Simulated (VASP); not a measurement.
Shape and ions are relaxed at each volume.

Energy against volume of Tm (hcp). Level of theory: r2SCAN+rVV10, VASP's PBE PAW potentials (set 64) (plane waves; VASP).

The 4f electrons are frozen in the core of the lanthanide potential, so 4f levels, which can set the real gap, and their magnetism are missing.

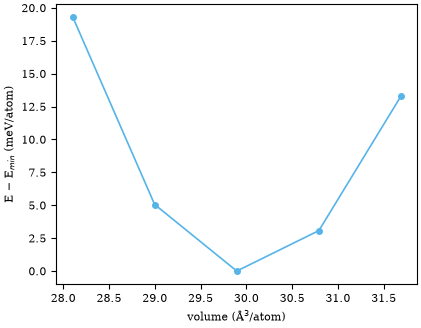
Figure. Energy against volume

Estimate the equilibrium volume and the bulk modulus.

The minimum lies near 30.0 Å³/atom, and the curvature gives B0 of about 48 GPa.

Measured: bulk modulus 44.5 GPa (computed value off by +7.5 %), as given by Wikipedia, Thulium (infobox). The calculation is for a static lattice, while the measured bulk modulus holds thermal and zero-point effects, which are part of the difference.

The compound is Tm in the hcp structure. It was relaxed first.
